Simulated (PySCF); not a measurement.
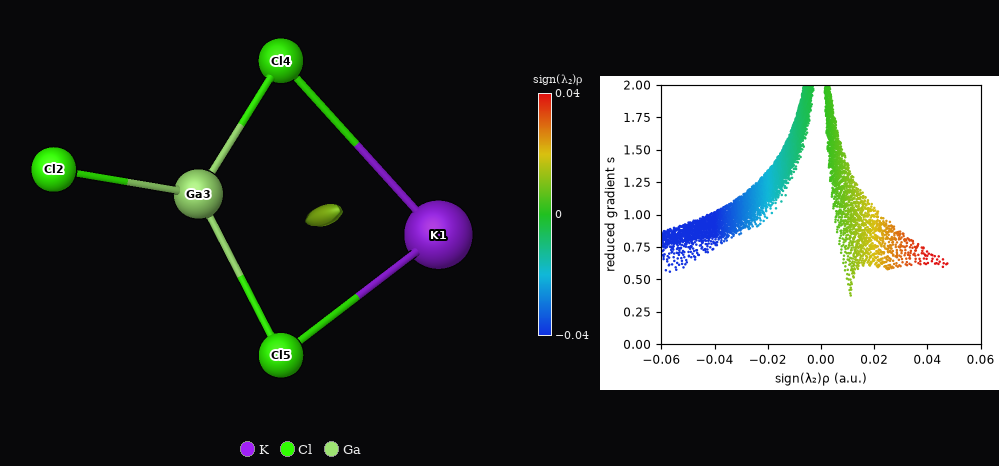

Figure. Cl$_{3}$GaK, charge +1, SMILES `[K+].Cl[Ga](Cl)Cl`. Non-covalent interaction surfaces between the fragments (reduced density gradient s = 0.5, coloured by sign(λ₂)ρ in a.u.; trimmed to the region between the fragments where ρ is under 0.06 a.u.). Fragment A: K(+1) (atom 1); fragment B: GaCl3. The plot gives s against sign(λ₂)ρ for grid points between the fragments.

Method: BP86/def2-TZVP; geometry: GFN2-xTB; program: PySCF. GFN2-xTB bond lengths at metals and heavier atoms can be off by up to 0.1 Å and shapes distorted, which carries into these values.

The calculation's input:

```python
import numpy as np
from pyscf import gto, scf, dft
from pyscf.scf import atom_ks, atom_hf
from scipy.linalg import block_diag
from pyscf.dispersion import dftd3

def solve(mol, dm0=None, hcore=None):
    mf = (dft.UKS if mol.spin else dft.RKS)(mol, xc='bp86')
    mf.grids.level = 3
    mf = mf.density_fit(auxbasis='def2-universal-jkfit')
    mf.conv_tol, mf.max_cycle = 1e-8, 80
    if hcore is not None:
        mf.get_hcore = lambda *args: hcore
    mf.kernel(dm0)
    if not mf.converged:
        mf = mf.newton().run(mf.mo_coeff, mf.mo_occ, max_cycle=30)
    assert mf.converged, 'SCF not converged'
    return mf

mol = gto.M(atom='''
K     -2.71771    -0.00033     0.00000
Cl     2.74386     0.00100     0.00000
Ga     0.69022    -0.00018     0.00000
Cl    -0.48148    -1.75439     0.00000
Cl    -0.48358     1.75409     0.00000
''', basis='def2-tzvp', charge=1, spin=0, verbose=4)
mol_a = gto.M(atom='''
K     -2.71771    -0.00033     0.00000
ghost-Cl     2.74386     0.00100     0.00000
ghost-Ga     0.69022    -0.00018     0.00000
ghost-Cl    -0.48148    -1.75439     0.00000
ghost-Cl    -0.48358     1.75409     0.00000
''', basis='def2-tzvp', charge=1, spin=0, verbose=4)
mol_b = gto.M(atom='''
ghost-K     -2.71771    -0.00033     0.00000
Cl     2.74386     0.00100     0.00000
Ga     0.69022    -0.00018     0.00000
Cl    -0.48148    -1.75439     0.00000
Cl    -0.48358     1.75409     0.00000
''', basis='def2-tzvp', charge=0, spin=0, verbose=4)
ab, a, b = solve(mol), solve(mol_a), solve(mol_b)
e_int = ab.e_tot - a.e_tot - b.e_tot
print('counterpoise-corrected interaction energy / kcal/mol', e_int * 627.5095)
def disp(atoms, charge):
    m = gto.M(atom=atoms, charge=charge, basis='sto-3g', spin=None, unit='Bohr', verbose=0)
    return dftd3.DFTD3Dispersion(m, xc='bp86', version='d3bj').get_dispersion()['energy']
e_disp = disp(mol._atom, mol.charge) - disp(mol._atom[:1], mol_a.charge) - disp(mol._atom[1:], mol_b.charge)
print('D3(BJ) part / kcal/mol', e_disp * 627.5095)
# spherically averaged free atoms, for the promolecule
atm = atom_ks.get_atm_nrks(mol, xc='bp86')
pro = block_diag(*[(atm[a[0]][2] * atm[a[0]][3]) @ atm[a[0]][2].T for a in mol._atom])
np.savez('result.npz', e_int=e_int, e_disp=e_disp, dm_a=a.make_rdm1(), dm_b=b.make_rdm1(), c=ab.mo_coeff, occ=ab.mo_occ, eps=ab.mo_energy, pro=pro, d=[f.dip_moment(verbose=0) for f in (ab, a, b)])
```

Run with:

```sh
OMP_NUM_THREADS=1 python input.py
```

The run took 75 s on 1 thread of Arm Neoverse V1, with other jobs on the host, peak memory 0.66 GiB.

Partitions, critical points and surface values were worked out afterwards from this run's density.

> Which interactions hold the two fragments together?

Bond critical points between the fragments: K1···Cl5, 2.84 Å, ρ = 0.022 a.u.; K1···Cl4, 2.84 Å, ρ = 0.022 a.u. The strongest appears blue-green. Several contacts close a ring, whose ring point adds a part with positive λ₂ between them. The pose is a local one from a semi-empirical search, not shown to be the most stable. With a charged fragment, long-range electrostatics, which these surfaces don't show, weighs heavily in the interaction energy.

> How strongly are they bound?

The counterpoise-corrected interaction energy of the frozen fragments is −3.2 kcal/mol without dispersion correction and −6.9 kcal/mol with D3(BJ). D3 uses neutral-atom coefficients and tends to overbind metal cations. The pair geometry is semi-empirical, not a minimum at this level.
